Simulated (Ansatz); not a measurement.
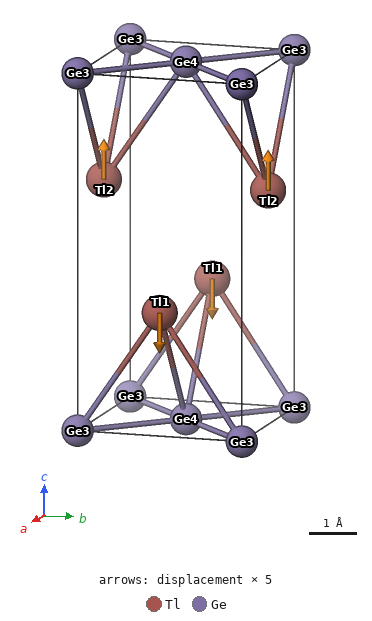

A relaxation of crystalline TlGe (built on the litharge_129 type) (coarse preliminary run). The starting structure is drawn; orange arrows show the displacements (the part carried along by the change of the cell is left out), magnified 5 times.

The picture is a ball-and-stick view of the cell of the calculation, seen slightly off an axis.

Case: litharge type (P4/nmm, No. 129).

Theory: DFT PBE, scalar-relativistic, plane waves, PAW in Ansatz.

Input
```yaml
crystal:
  lattice:
    - [3.72776554, 0.0, 0.0]
    - [0.0, 3.72776554, 0.0]
    - [0.0, 0.0, 7.8992791392]
  atoms:
    - { symbol: Tl, position: [0.0, 0.5, 0.3448827686] }
    - { symbol: Tl, position: [0.5, 0.0, 0.6551172314] }
    - { symbol: Ge, position: [0.0, 0.0, 0.0] }
    - { symbol: Ge, position: [0.5, 0.5, 0.0] }
basis:
  ecutwfc: 420
kpoints:
  mp_grid: { grid: [6, 6, 2] }
hamiltonian:
  xc: pbe
scf:
  occupations: { method: gaussian, width: 0.1 }
  lower_state_search: "off"
output:
  forces: true
  stress: true
  eigenvalues: true
relax:
  adjacent_minimum: "off"
  f_tol: 0.04
  max_steps: 70
  cell: { stress_tol: 0.4 }
```

Launched with:
```bash
ansatz run input.yaml --threads 1 --pin off --max-ram 2560MiB --backend cpu --events-out ev --progress --plain --runs-dir out
```

**Atoms of which element are displaced furthest, and by how much?**

Thallium: up to 0.18 Å, against 0.00 Å for germanium.

**Describe the change and its energy.**

The energy falls by 8.6 meV per atom in 3 accepted moves (4 points after the start). The largest force component goes from 0.21 to 0.029 eV/Å. The pressure goes from 0.17 to 0.07 GPa. The SCF was repeated once at an unchanged geometry on a basis and grid sized afresh for the cell, which shifted the energy by 0.2 meV per atom at most. The largest moves relative to the cell, 0.18 Å, are those of Tl1 and Tl2. Tl1 goes along −c. Ge stays in place. The drawn cell changes as follows: a = b 3.728 → 3.734 Å (+0.2 %), c 7.899 → 8.194 Å (+3.7 %); the volume changes by +4.1 %. Near-neighbour distances that change, for instance: Tl1–Ge3 3.301 → 3.237 Å, Ge3–Ge4 2.636 → 2.640 Å. The space group stays P4/nmm (No. 129). The run took 13 s on 1 thread of Intel(R) Xeon(R) 6975P-C (Granite Rapids) (shared host), peak memory 0.45 GiB.

Limits of the set-up: the k-point mesh is coarse for a cell with partly filled bands.
